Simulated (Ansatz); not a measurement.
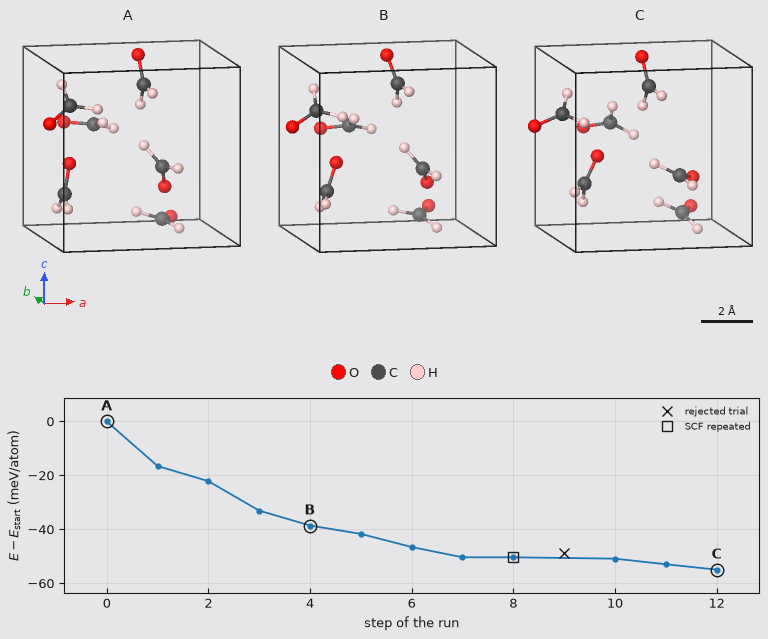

Frames of a relaxation of an amorphous cell of composition H$_{2}$CO, marked on the history of the run. The picture is a ball-and-stick view of the cell of the calculation, seen slightly off an axis.

The cell holds 6 H2CO. The run prepares the start of a later molecular dynamics calculation, from a guessed geometry.

These are results of DFT r2SCAN, scalar-relativistic, plane waves, PAW in Ansatz 0.2.0, not measurements. Set-up: plane-wave cutoff 500 eV; k-point mesh 1 × 1 × 1; occupations fermi dirac; smearing width 0.05 eV; no spin polarisation; atoms relaxed in a fixed cell; force threshold 0.3 eV/Å; at most 15 steps.

### What happens along the run?

Over 10 accepted moves (12 points after the start) the energy falls by 54.9 meV per atom. The largest force component goes from 1.7 to 0.3 eV/Å. The line search rejected the trial step at point 9 of the run. 1 step only repeated the SCF at the same geometry. The forces were under the threshold at step 7, but the run went on from there. The atom that moves furthest is an O atom (1.29 Å along [−3 3 −1]). By element the largest moves are O 1.29 Å, H 1.16 Å, C 0.88 Å. The lattice vectors keep their values. Some distances before and after: C–O 1.220 → 1.205 Å, C–H 1.104 → 1.118 Å. From step 0 to 4: an O atom moves most (0.66 Å), energy −38.6 meV per atom. From step 4 to 12: an H atom moves most (0.70 Å), energy −16.4 meV per atom.

```tsv
step	E − E(0), meV/atom	largest force component, eV/Å	note
0	0.00	1.7135	
1	-16.52	1.1548	
2	-22.14	1.5255	
3	-33.05	0.9432	
4	-38.58	0.7338	
5	-41.68	0.9043	
6	-46.54	0.6428	
7	-50.36	0.2530	
8	-50.36	0.2527	same geometry, SCF repeated
9	-48.67	1.2812	rejected
10	-50.86	0.4510	
11	-52.93	0.3596	
12	-54.93	0.2975
```

Limits of the set-up: the program's low-accuracy preset was used; the periodic images lie only 7.2 Å apart, so the values are limited by the cell's size.
